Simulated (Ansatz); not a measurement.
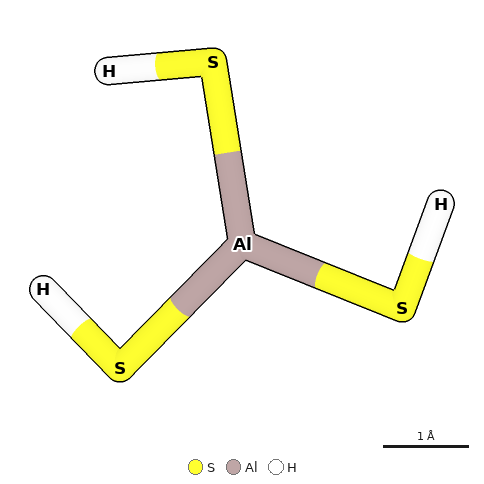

The structure as it stands in the input.

Input file:

```yaml
crystal:
  periodic: [false, false, false]
  atoms:
    - {symbol: S, position_ang: [-2.187513, 0.342182, -0.008431]}
    - {symbol: Al, position_ang: [-0.074874, -0.062525, -0.345069]}
    - {symbol: S, position_ang: [1.441460, 0.008118, 1.219609]}
    - {symbol: S, position_ang: [0.523320, -0.563085, -2.374498]}
    - {symbol: H, position_ang: [-2.016494, 0.591477, 1.301117]}
    - {symbol: H, position_ang: [0.562348, 0.326823, 2.184868]}
    - {symbol: H, position_ang: [1.813054, -0.710991, -2.023195]}
basis:
  gaussian: {orbitals: def2-TZVPP}
hamiltonian: {xc: {name: B2PLYP}}
```

It was started with:

```sh
ansatz run in.yaml --threads 4 --pin off --events-out ev --progress --plain --max-ram 10444MiB
```

What the program printed:

```
Functional definition: B2PLYP
  name "B2PLYP"
  cite "Grimme, J. Chem. Phys. 124, 034108 (2006) doi:10.1063/1.2148954"
  cite "Becke, Phys. Rev. A 38, 3098 (1988) doi:10.1103/PhysRevA.38.3098"
  cite "Lee, Yang & Parr, Phys. Rev. B 37, 785 (1988) doi:10.1103/PhysRevB.37.785"
  parameter a = 0.53
  parameter c = 0.27
  exchange = (1 - a)*b88_x + a*exact_x
  correlation = (1 - c)*lyp_c + c*(mp2_os + mp2_ss)
1196 factors; integrals over basis functions are off by at most 1.2e-3 eV
mean field evaluation 1: about -39136.6066 eV, gradient 2.2e1 eV
mean field evaluation 2: about -39136.7411 eV, gradient 2.2e1 eV
mean field evaluation 4: about -39138.1179 eV, gradient 2.1e0 eV
mean field evaluation 8: about -39138.1347 eV, gradient 5.8e-2 eV
mean field evaluation 16: about -39138.1347 eV, gradient 1.6e-5 eV
mean field -39138.13472709 eV, -1438.2999224402 hartree, gradient 5.2e-6 eV, S^2 0.000000; 0 other end points of the search recorded, 0 dependent functions left out
20 core orbitals not correlated: weight in the atoms' cores, before any rotation towards them, 1.000 or more for the frozen orbitals, at most 0.000 for the correlated occupied ones
reference -39138.13488494 eV, -1438.2999282408 hartree; 12, 12 occupied and 178, 178 virtual orbitals, 1196 factors
second order -20.27545370 eV of doubles, -0.00000000 eV of singles
Total energy: -39143.60925744 eV, -1438.5011077195 hartree
```
